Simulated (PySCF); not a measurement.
**C2H6O2Si2: density, localisation and related maps**

```yaml
atoms:
  - { symbol: C, position_ang: [2.2368, -1.2810, 1.3608] }
  - { symbol: C, position_ang: [1.5460, -0.3828, 0.9605] }
  - { symbol: Si, position_ang: [0.4672, 1.0002, 0.3513] }
  - { symbol: O, position_ang: [1.2762, 2.0179, -0.6151] }
  - { symbol: O, position_ang: [-0.7465, 0.3180, -0.4888] }
  - { symbol: Si, position_ang: [-2.0332, -0.6248, -0.7467] }
  - { symbol: H, position_ang: [2.8444, -2.0657, 1.7111] }
  - { symbol: H, position_ang: [-0.0539, 1.8495, 1.4060] }
  - { symbol: H, position_ang: [1.5663, 1.7639, -1.4874] }
  - { symbol: H, position_ang: [-3.1482, -0.0763, 0.0242] }
  - { symbol: H, position_ang: [-1.7041, -1.9817, -0.3126] }
  - { symbol: H, position_ang: [-2.2498, -0.5377, -2.1893] }
```

Geometry: GFN2-xTB.

Level of theory: PySCF 2.14.0, PBE0/pcSseg-1, SCF density, gas phase, non-relativistic.

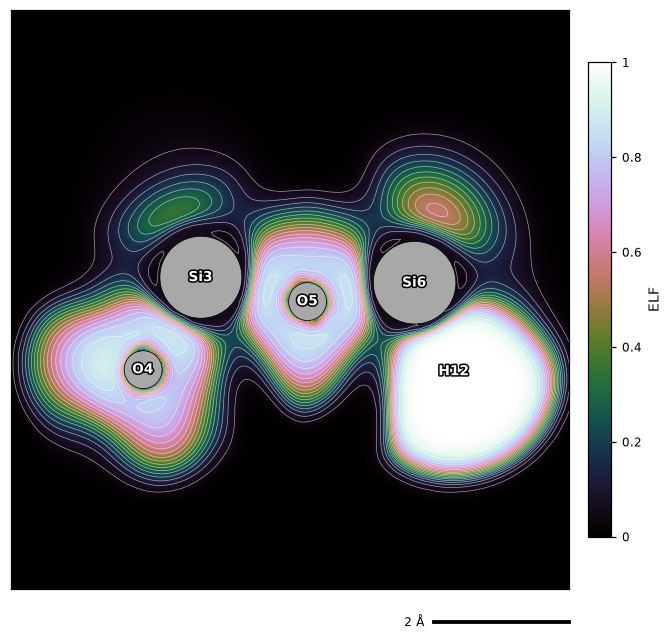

Figure 1. ELF on the plane of atoms O4, Si3 and O5. Grey discs cover the atomic cores.

> What do the fields say about this system?

- Atoms in the plane: Si, O and H.
- Si–O (1.62 Å): the ELF peaks at about 0.85 between the atoms: a polar covalent bond.
- Si–H (1.46 Å): the ELF climbs to about 1 towards the hydrogen, as it does in any bond to H.
- The ELF also peaks beside O4 and O5, away from the bonds: lone-pair regions.

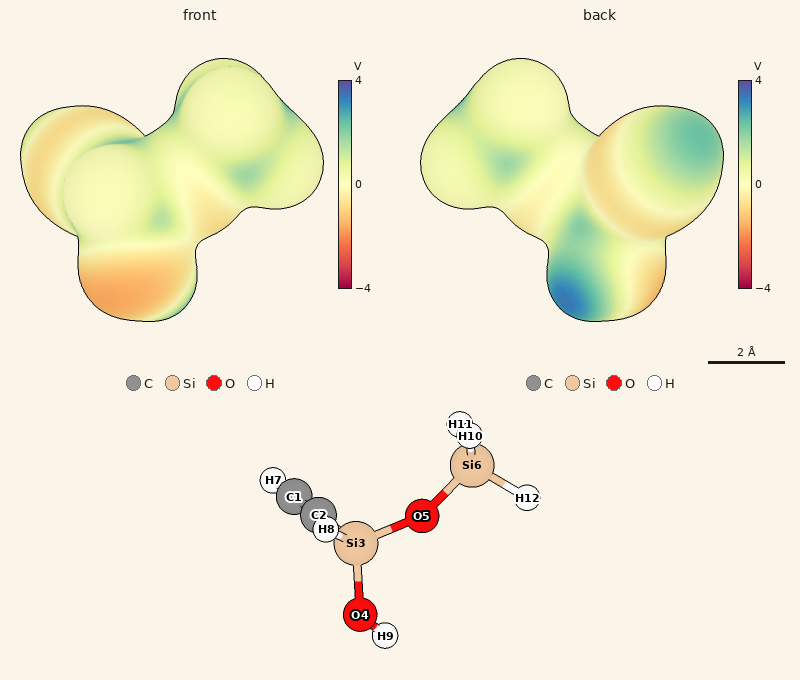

Figure 2. The electrostatic potential painted on the density surface at 0.004 e/bohr³, seen from the front and from behind; red is negative and blue positive. The bare structure is drawn below in the same view.

> Where is the surface potential most negative and most positive?

The most negative region (about −1.6 V) lies over O4, the most positive (about +3.2 V) over H9. O4 is the likeliest acceptor of a hydrogen bond.

> What dipole moment does the calculation give?

Its dipole moment is 1.68 D.
